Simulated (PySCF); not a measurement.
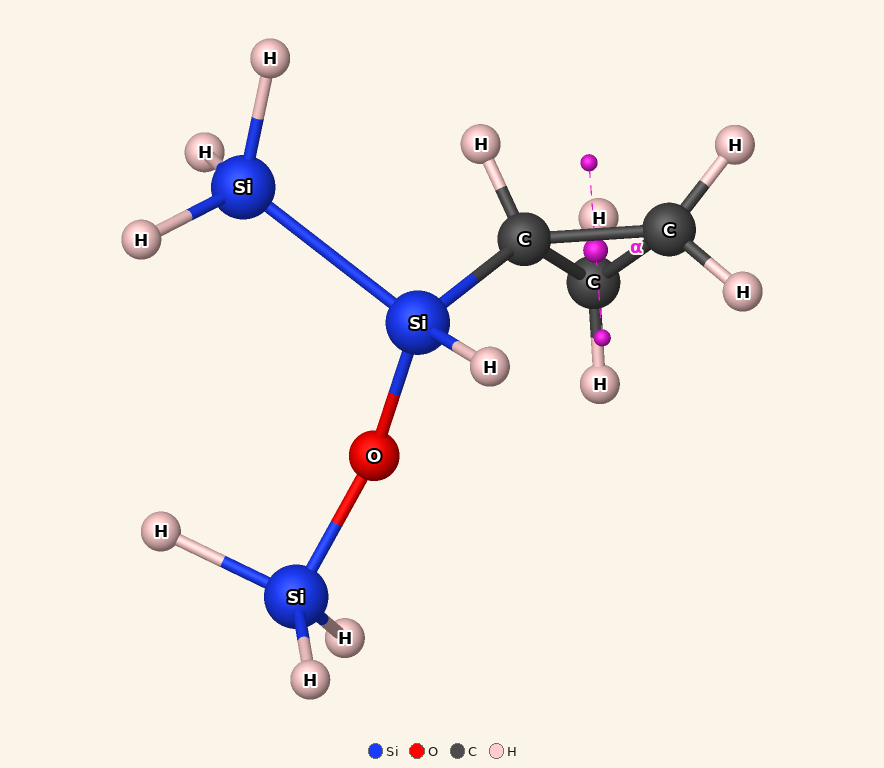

The small points mark where nucleus-independent chemical shifts (NICS) were computed: at the centre of each lettered ring and 1 Å above and below it. Geometry: a frame of a GFN2-xTB molecular-dynamics simulation, not a minimum. Level of theory: GIAO PBE0/pcSseg-1 NMR shielding, non-relativistic, gas phase (PySCF 2.14.0).

Give NICS(0), NICS(1) and the out-of-plane component NICS(1)zz for each ring (means of the two sides).

| ring | members | NICS(0) | NICS(1) | NICS(1)zz |
| --- | --- | --- | --- | --- |
| α | C3 | −43.3 | −7.9 | −22.1 |

Values in ppm.
